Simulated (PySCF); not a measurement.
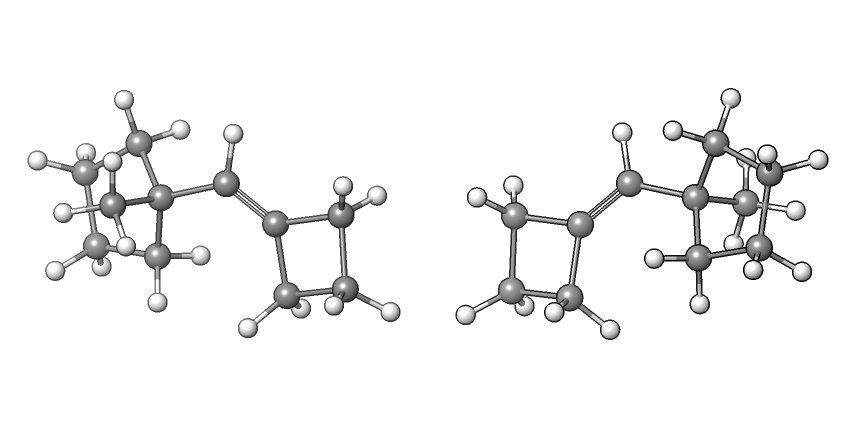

Two views of one molecule. Colours: carbon grey, hydrogen white.

What does the picture show?

Formula C11H18. As SMILES it reads `CC1(C=C2CCC2)CCCC1`. Independent rings (smallest set): 1 of 4 members, 1 of 5 members. Among its groups: alkene. This geometry has C1 symmetry. Coordination, clear cases only: 6 C tetrahedral; 1 C trigonal planar.

The parts below concern this one geometry. Atoms keep their numbers from picture to picture. The geometry was computed by an optimisation with PBE0-D3(BJ)/def2-SVP. No frequency run is at hand to confirm it as a minimum.

### Shape

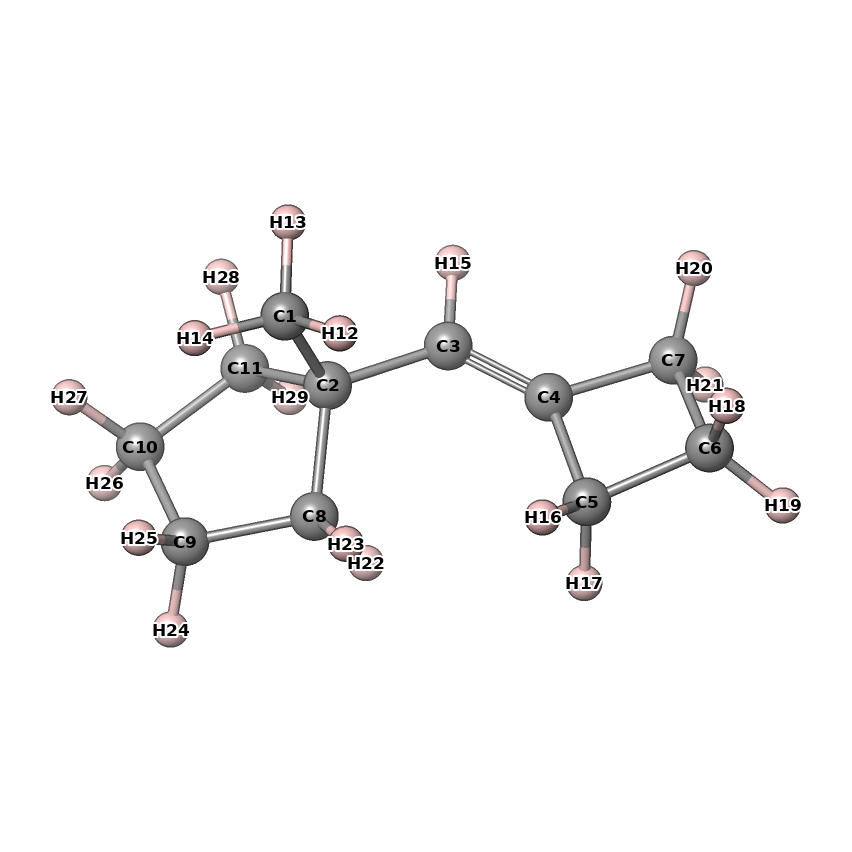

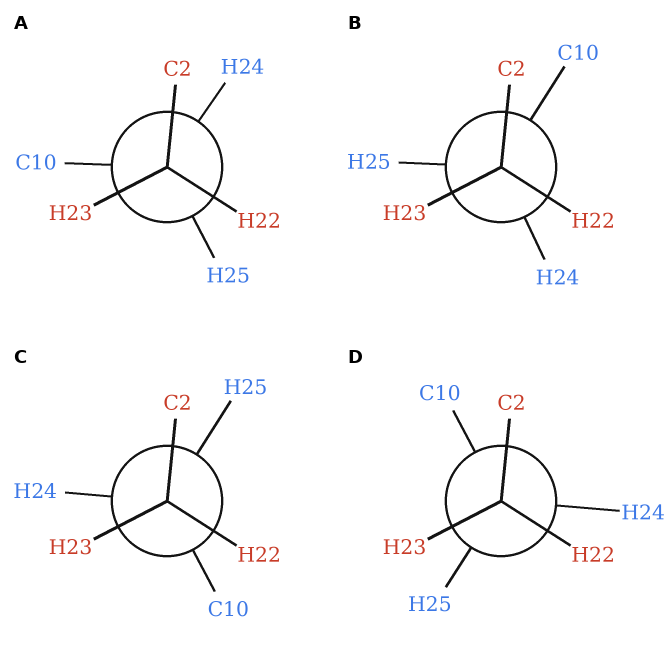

Distant atoms are faded towards the background colour. Bonds that would overlap in a projection are set slightly apart. No frequency run is at hand to confirm it as a minimum.

Which Newman projection shows the view along C8–C9, with C8 in front?

Answer. B. The torsion angle C2–C8–C9–C10 is 26°, synperiplanar.

### NMR shielding

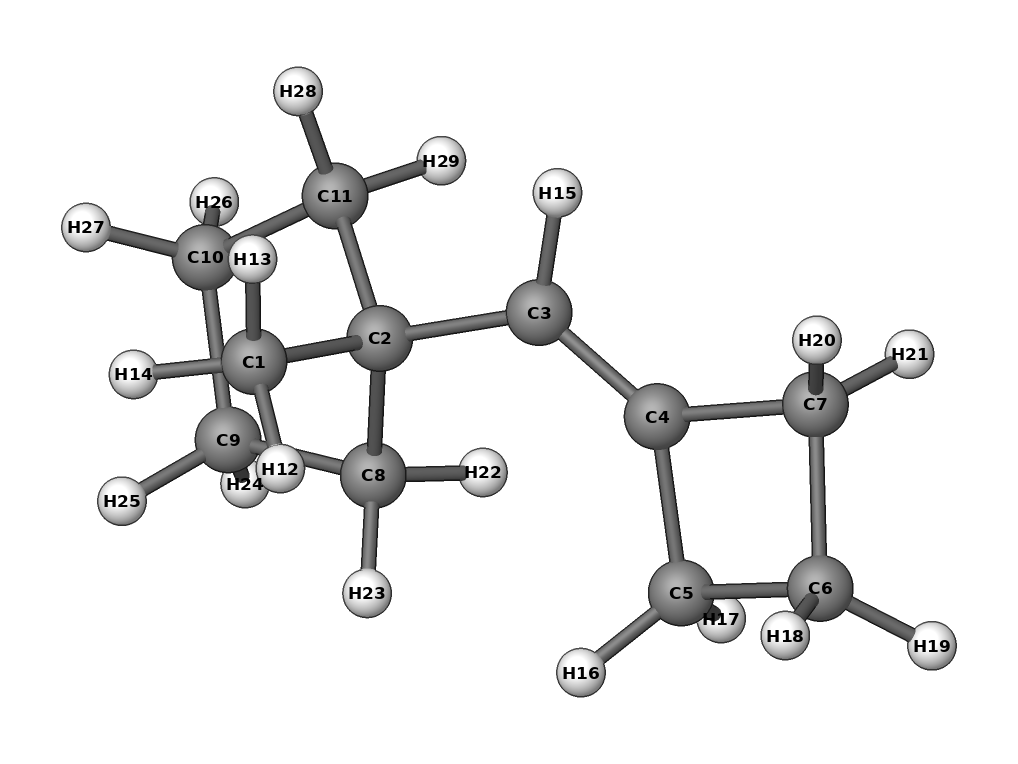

The questions are on isotropic NMR shieldings of the C atoms. No frequency run is at hand to confirm it as a minimum. Properties computed with GIAO PBE0/pcSseg-1 NMR shielding, non-relativistic, gas phase (PySCF 2.14.0).

Give the isotropic NMR shieldings of the C atoms atom by atom.

```tsv
atom	σ (ppm)
C1	158.9
C2	137.9
C3	45.7
C4	40.5
C5	151.3
C6	165.7
C7	150.5
C8	146.4
C9	159.1
C10	162.3
C11	141.7
```

### Ring current

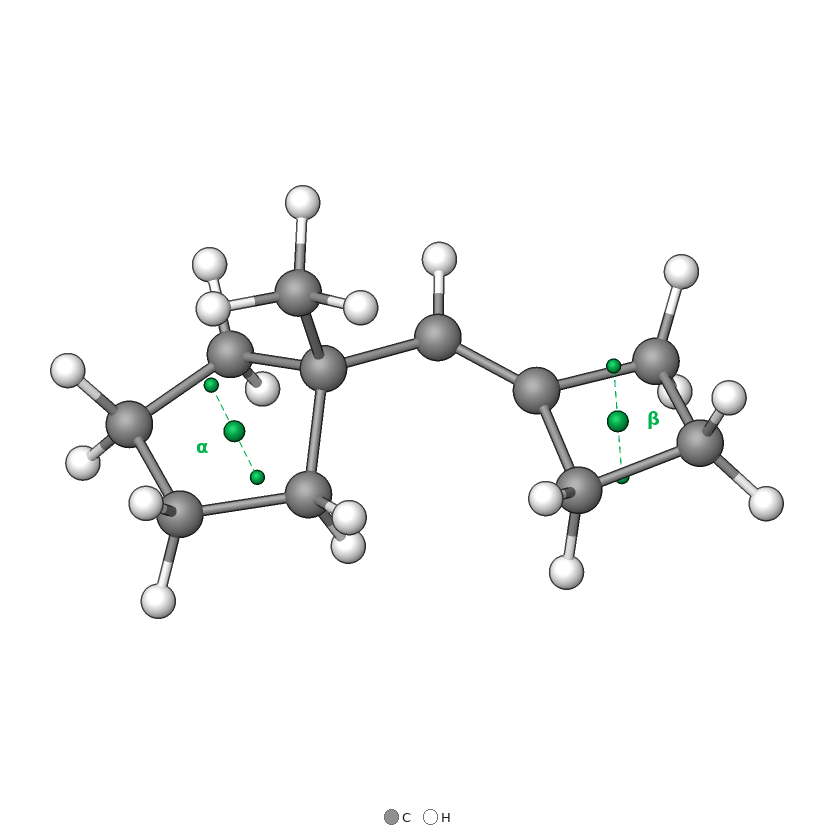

The small points mark where nucleus-independent chemical shifts (NICS) were computed: at the centre of each lettered ring and 1 Å above and below it. No frequency run is at hand to confirm it as a minimum. Level of theory: GIAO WP04/pcSseg-1 NMR shielding, non-relativistic, gas phase (PySCF 2.14.0).

Give NICS(0), NICS(1) and the out-of-plane component NICS(1)zz for each ring (means of the two sides).

```json
{"ring": "α", "members": "C5", "NICS(0)": "−5.4", "NICS(1)": "−3.5", "NICS(1)zz": "−4.2"}
{"ring": "β", "members": "C4", "NICS(0)": "1.2", "NICS(1)": "−0.9", "NICS(1)zz": "2.6"}
```

Values in ppm.

What do the values say about the ring currents?

Answer. Ring α: weak, as in a non-aromatic ring. NICS is one index among several.

### Charges

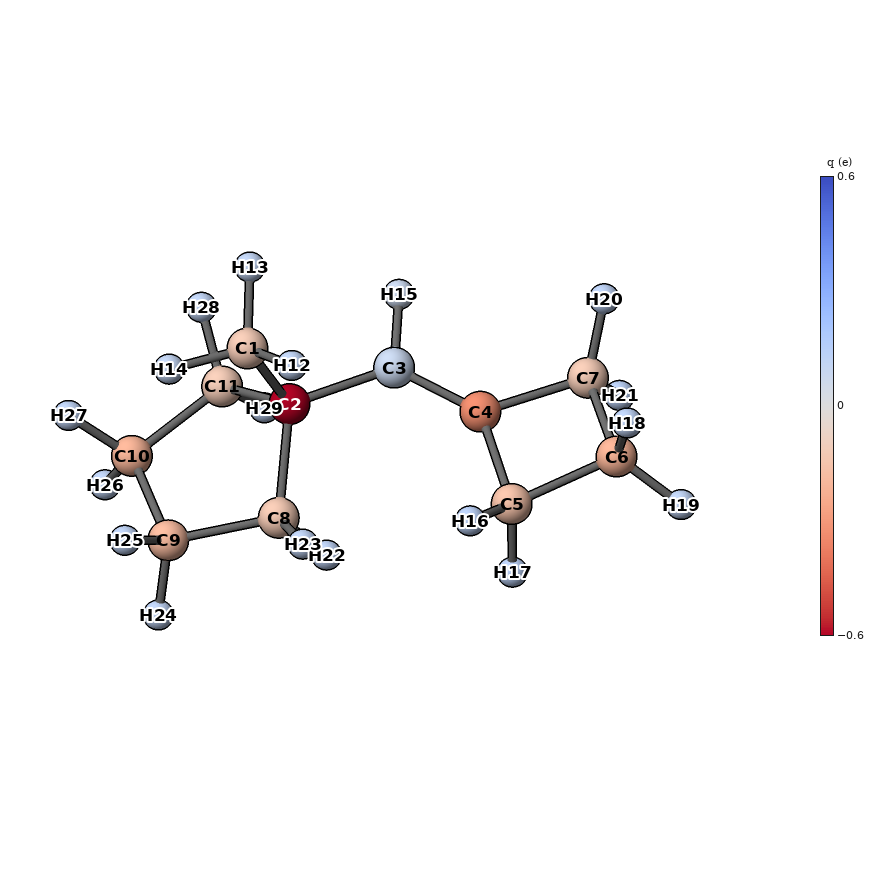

Atoms are coloured by their Mulliken charges. No frequency run is at hand to confirm it as a minimum. Method: PBE0/pcSseg-1, gas phase (PySCF 2.14.0).

Give the Mulliken charges atom by atom.

```
atom  value (e)
  C1      −0.12
  C2      −0.60
  C3       0.08
  C4      −0.33
  C5      −0.16
  C6      −0.22
  C7      −0.13
  C8      −0.13
  C9      −0.19
 C10      −0.21
 C11      −0.12
 H12       0.11
 H13       0.11
 H14       0.11
 H15       0.08
 H16       0.13
 H17       0.13
 H18       0.13
 H19       0.11
 H20       0.12
 H21       0.13
 H22       0.12
 H23       0.12
 H24       0.12
 H25       0.12
 H26       0.12
 H27       0.12
 H28       0.11
 H29       0.12
```

### Electronic properties

No frequency run is at hand to confirm it as a minimum. Level of theory: CAM-B3LYP/def2-SVPD, gas phase (PySCF 2.14.0). Excitations: vertical, linear response.

What does the calculation give?

- dipole moment: 0.27 D
- HOMO energy (Kohn–Sham orbital): −7.92 eV
- LUMO energy (Kohn–Sham orbital): 1.23 eV
- HOMO–LUMO gap: 9.14 eV
- mean static polarisability: 126.4 bohr³
- lowest vertical singlet excitation: 6.47 eV
- its oscillator strength: 0.022
- brightest of the 10 lowest singlets: 6.55 eV
- its oscillator strength: 0.38

Mulliken values depend strongly on the basis set and can even reverse the polarity of a bond.
